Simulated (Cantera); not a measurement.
Charge: 1 mol SiHCl3, 71 mol N2, 1.7 mol H2, held at 750 Torr.

Equilibrium computed with Cantera from the NASA thermochemical tables; the gas is ideal and each condensed phase is pure. Candidate condensed phases: NH4Cl, Si, Si3N4; 28 gas species. N2 is the only nitrogen source here; it is nearly inert below about 1500 K, so the nitride shown seldom forms there in practice. The tables' values for SiCl3 are old estimates; treat these amounts as uncertain. The numbers say what is thermodynamically allowed, not how fast it happens.

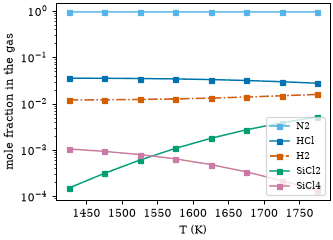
Figure. Equilibrium gas composition (values under 1e-9 drawn at 1e-9)

Q: Read off the mole fractions at 1475 K.

A: N2 about 0.95, HCl about 0.035, H2 about 0.012, SiCl4 about 0.00094, SiCl2 about 0.00031.
